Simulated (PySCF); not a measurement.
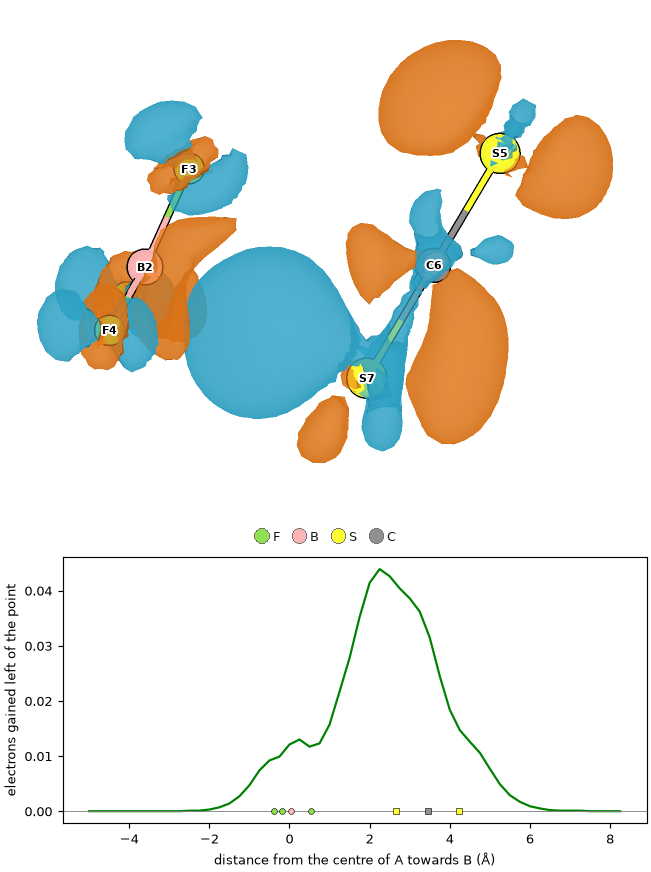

CBF3S2, SMILES `FB(F)F.S=C=S`. Density of the complex less the densities of the two fragments at the same geometry, ±0.002 e/Å³ (light blue: gain, orange: loss). Fragment A: BF3 (atoms 1–4); fragment B: CS2. Below: the charge-displacement curve along the line of centres (A on the left).

PySCF calculation, TPSS/def2-SVPD, gas phase; geometry: GFN2-xTB. GFN2-xTB bond lengths at metals and heavier atoms can be off by up to 0.1 Å and shapes distorted, which carries into these values.

Geometry (Å), atoms numbered from 1:

```
F1       2.0795    0.1491    1.2381
B2       1.7918    0.4414    0.0017
F3       0.9963    1.4427   -0.2581
F4       2.3852   -0.1840   -0.9743
S5      -2.6249    0.7050   -0.0003
C6      -1.5309   -0.3884   -0.0012
S7      -0.4327   -1.4891   -0.0031
```

Which way does charge flow?

Answer. Hirshfeld charges show 0.022 e passing from B to A. By Hirshfeld charges, electrons gather most on S7 (−0.012 e) and leave S5 most (+0.029 e); 0.07 e is displaced in all, which induces a dipole of 0.71 D.

What is the interaction energy, and which contacts carry it?

Answer. The counterpoise-corrected interaction energy of the frozen fragments is +1.1 kcal/mol without dispersion correction and −1.0 kcal/mol with D3(BJ). The pair geometry is semi-empirical, not a minimum at this level. Contacts: B2···S7, 2.94 Å, ρ = 0.014 a.u. The pose is a local one from a semi-empirical search, not shown to be the most stable.
